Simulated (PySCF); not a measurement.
SMILES CC(CCC[CH2])=O (C6H11O), doublet at its GFN2-xTB optimised geometry (Å):

```
18

C     -1.2857    -2.0863     1.2063
C      0.1794    -1.9427     1.2174
C      0.7035    -1.1718     0.0000
C      0.1944     0.2666     0.0000
C      0.5296     1.0081    -1.2746
C      0.3226     2.5021    -1.1938
O      0.9278     0.4610    -2.2710
H     -1.7949    -2.3036     0.2872
H     -1.8488    -2.0960     2.1184
H      0.6549    -2.9372     1.2057
H      0.5044    -1.4529     2.1397
H      0.3722    -1.6621    -0.9164
H      1.7949    -1.1718     0.0000
H     -0.8964     0.2546     0.0990
H      0.5892     0.8206     0.8544
H     -0.6093     2.7364    -0.6863
H      0.3264     2.9363    -2.1900
H      1.1405     2.9372    -0.6214
```

Computed with unrestricted PBE0/def2-SVP run with PySCF. Cells within 0.4 Å of a nucleus heavier than hydrogen are left out (blank, or x).

Map of the log10 of the electron density (e/bohr³), floored at −4 on the plane z = 1.2 Å:

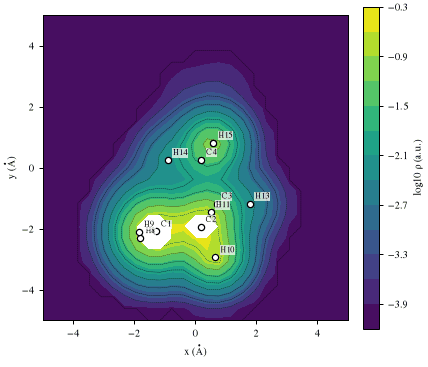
*Log10 of the electron density (e/bohr³), floored at −4 on the plane z = 1.2 Å.*
